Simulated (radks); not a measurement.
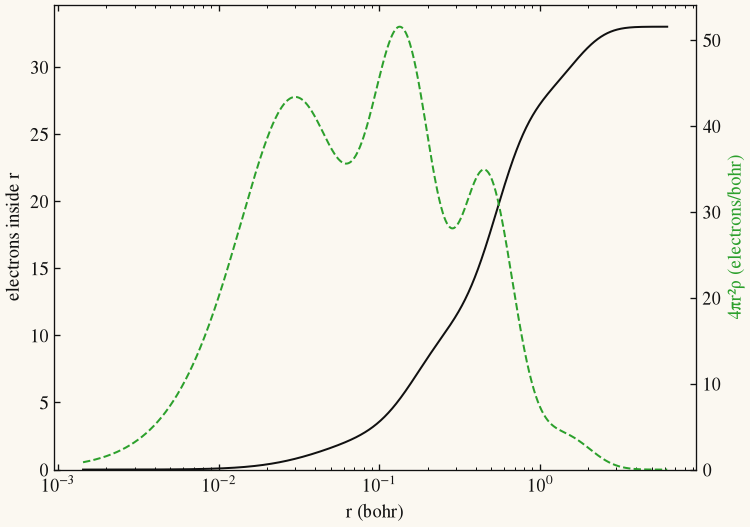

Br²⁺ (Z = 35, 33 electrons) in the configuration [Ar] 3d10 4s2 4p3 (high spin). The calculation used the in-house radial solver radks at this level: scalar-relativistic Kohn-Sham, exchange-only LDA, spin-polarised, spherical densities, finite nucleus.

The plot shows the number of electrons inside radius r (solid) and the radial density 4πr²ρ (dashed).

Question: Describe it and give its main numbers.

Answer: The count levels off at 33 electrons. Half of them lie within 0.457 bohr, 90 % within 1.48 bohr and 99 % within 2.82 bohr. The radial density has minima at 0.0625 and 0.286 bohr, where the count stands at 2.1 and 11.0; these part the shells that the density resolves.
